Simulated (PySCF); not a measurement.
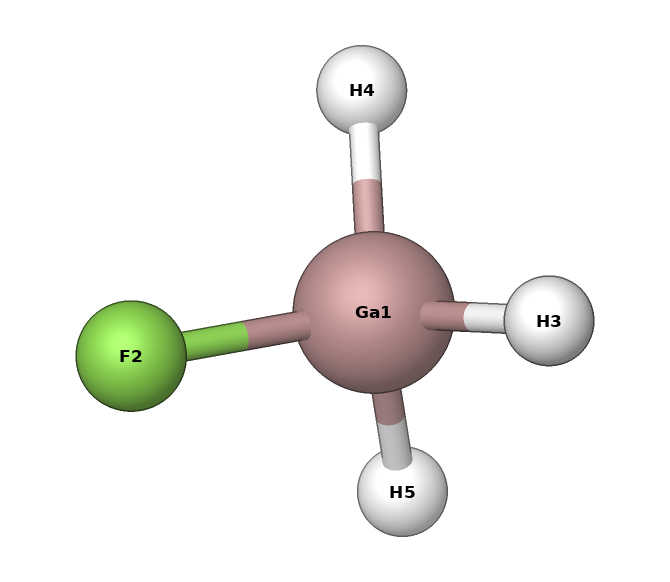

The species has charge −1 and is a spin singlet. Computed geometry: PBE0-D3(BJ)/def2-SVP optimisation. No frequency run is at hand to confirm it as a minimum. Properties computed with PBE/pcJ-1 (pcSseg-1 on Ga) indirect spin-spin coupling, non-relativistic, gas phase (PySCF 2.14.0). Isotopes: 19F, 1H.

Give the spin–spin coupling constants of these pairs, with the number of bonds between them: F2/H4, F2/H3, F2/H5, H3/H5, H3/H4, H4/H5.

```
  pair  bonds apart  J (Hz)
F2, H4            2    31.1
F2, H3            2    30.9
F2, H5            2    31.0
H3, H5            2    14.5
H3, H4            2    14.5
H4, H5            2    14.5
```

Density functionals are unreliable for couplings to fluorine, so those rows may be far off.
